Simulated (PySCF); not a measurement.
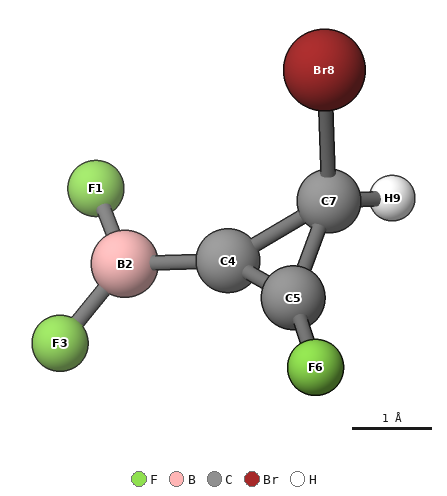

**Figure 1.** The structure as given in the input (ball-and-stick view, seen at a tilt; atoms are numbered from 1 in the order of the input). Bond lengths as drawn: Br–C 1.95 Å, B–C 1.53 Å, B–F 1.31 Å, C–C 1.32 to 1.53 Å, C–F 1.30 Å and C–H 1.08 Å.

## Run report: C3HBBrF3, excited-state calculation

C3HBBrF3, computed with TDDFT CAM-B3LYP/def2-SVPD, vertical, gas phase, core orbitals frozen in the response (PySCF 2.14.0).

The geometry comes from this level: GFN2-xTB. It belongs to a series of runs on one base structure; here: H on C replaced by Br.

### The input
```
{"job": {"kind": "uv", "xc": "CAM-B3LYP", "basis": "def2-SVPD", "nstates": 8, "ntriplets": 3}, "charge": 0, "multiplicity": 1}
F     -2.522759     0.286845    -0.482848
B     -1.639385    -0.541410     0.020662
F     -2.122355    -1.654427     0.523888
C     -0.139562    -0.247289     0.004785
C      1.101521    -0.518698     0.347403
F      1.948941    -1.279996     0.971471
C      0.964870     0.714672    -0.423482
Br     1.143918     2.440568     0.467280
H      1.278373     0.805729    -1.454339
```

The first line tells a small driver script what to run in PySCF; the rest is the geometry in Å.

Run on 1 CPU thread, shared host.

Launch command:
```bash
OMP_NUM_THREADS=1 python <driver script> task.json out
```

### Log
```
coarse grid: 46424 points
cycle   1  E = -3012.7316687216  dE =  3.961e-01  |g| = 7.658e-01  |ddm| = 4.906e+00
cycle   2  E = -3012.6967429689  dE =  3.493e-02  |g| = 9.509e-01  |ddm| = 1.906e+00
cycle   3  E = -3012.8527317985  dE = -1.560e-01  |g| = 6.853e-02  |ddm| = 1.011e+00
cycle   4  E = -3012.8535257795  dE = -7.940e-04  |g| = 2.530e-02  |ddm| = 1.274e-01
cycle   5  E = -3012.8536283490  dE = -1.026e-04  |g| = 1.451e-02  |ddm| = 4.731e-02
cycle   6  E = -3012.8536666093  dE = -3.826e-05  |g| = 1.652e-03  |ddm| = 1.636e-02
cycle   7  E = -3012.8536676409  dE = -1.032e-06  |g| = 1.080e-03  |ddm| = 5.679e-03
final grid: 98096 points
cycle   8  E = -3012.8536717562  dE =  1.371e-07  |g| = 1.424e-03  |ddm| = 4.180e-03
cycle   9  E = -3012.8536712550  dE =  5.012e-07  |g| = 2.078e-03  |ddm| = 4.716e-03
cycle  10  E = -3012.8536722366  dE = -9.817e-07  |g| = 7.392e-05  |ddm| = 2.749e-03
cycle  11  E = -3012.8536722379  dE = -1.230e-09  |g| = 3.130e-05  |ddm| = 1.061e-04
cycle  12  E = -3012.8536722383  dE = -4.666e-10  |g| = 1.079e-05  |ddm| = 1.116e-04
```

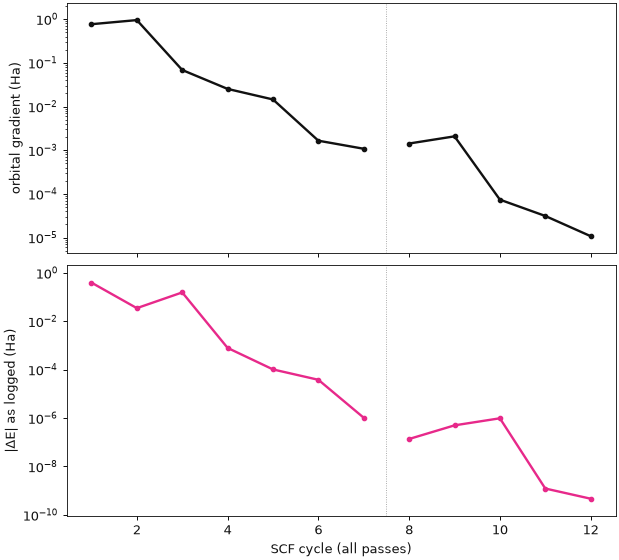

**Figure 2.** Convergence of the self-consistent field: orbital gradient and size of the energy change against the SCF cycle. The dotted line marks the change from a coarse to the final integration grid. The first 7 cycles use a coarse grid, the final grid takes over at cycle 8, and the field converges after 12 cycles in all.

```
converged SCF energy = -3012.8536722383

Static polarisability (au): isotropic 69.850, principal 53.222 69.427 86.900

Singlet excitations
state   eV       nm        f      main configurations
  1   5.1065    242.8   0.00369   H->L 0.91
  2   5.4954    225.6   0.02298   H-1->L 0.90
  3   5.7454    215.8   0.18497   H-2->L 0.93
  4   6.2393    198.7   0.00496   H->L+1 0.43, H->L+2 0.39, H-3->L 0.08
  5   6.5551    189.1   0.00092   H-1->L+1 0.38, H-1->L+2 0.32
  6   6.9907    177.4   0.00149   H-3->L 0.65, H-4->L 0.09
  7   7.2283    171.5   0.01524   H-2->L+1 0.63, H-1->L+1 0.13
  8   7.4081    167.4   0.01568   H->L+1 0.33, H->L+2 0.29, H-4->L 0.17

Triplet excitations (Tamm-Dancoff, eV): 3.7867 4.7477 5.2255
```

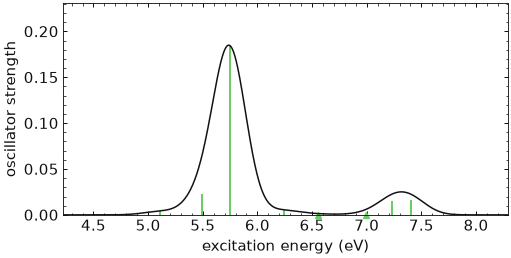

**Figure 3.** Computed excitations as sticks (degenerate states added up, dark ones marked on the axis), with a Gaussian envelope of 0.35 eV full width at half maximum, scaled to the tallest. Of the 8 states the lowest lies at 5.11 eV (f = 0.004); the strongest line is at 5.75 eV, or 216 nm (f = 0.185).

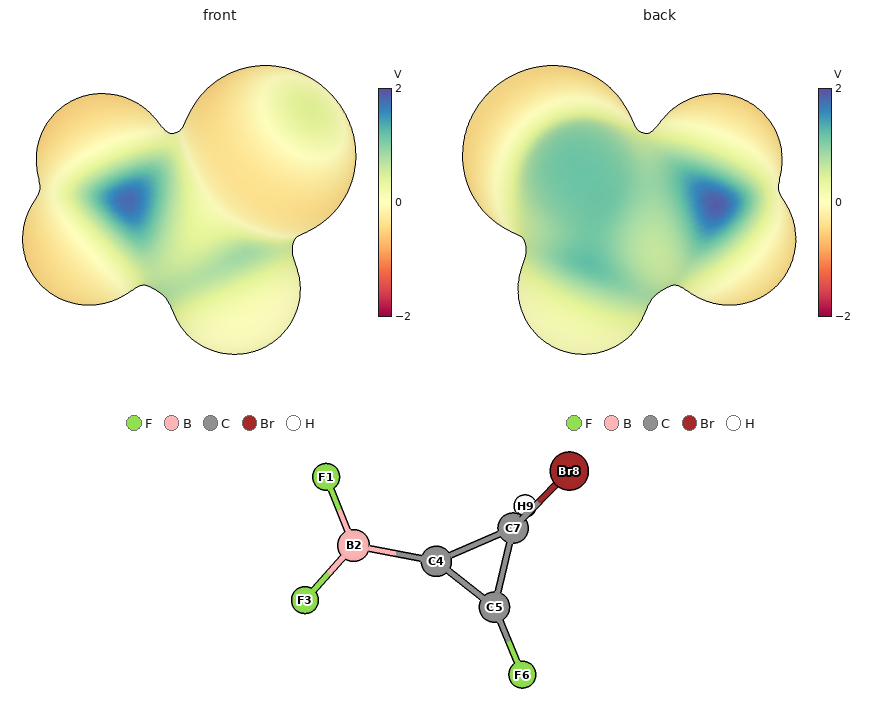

**Figure 4.** The molecular electrostatic potential painted on the density surface at 0.001 e/bohr³, seen face on and from behind; red is negative and blue positive. The bare structure is drawn below in the same view.

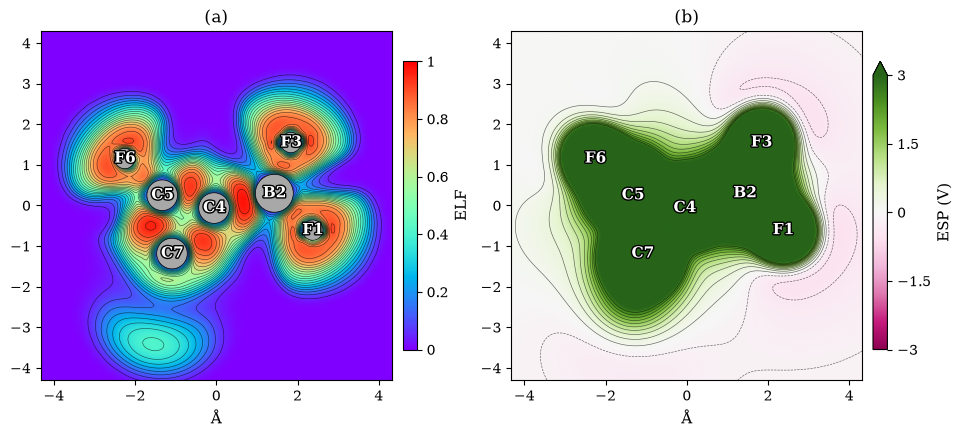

**Figure 5.** (a) ELF; (b) molecular electrostatic potential on the plane of atoms F1, B2 and F3. Grey discs, where drawn, cover atomic cores. The section cuts through F, B and C sites. C–C (1.32 Å): the ELF peaks at about 0.85 between the atoms (a double or triple bond). C–C (1.46 Å): the ELF peaks at about 0.85 between the atoms, which marks a covalent bond.

### Results in brief

- outcome: converged
- total energy: −3012.853672 hartree
- HOMO: −9.47 eV
- LUMO: −1.17 eV
- dipole moment: 1.65 D
- mean polarisability: 69.85 a.u.
- lowest singlet excitation: 5.11 eV
- wall time: 85 s
- peak memory: 0.89 GiB

### Remarks

Spin–orbit coupling is left out, which matters for the heavy atoms.
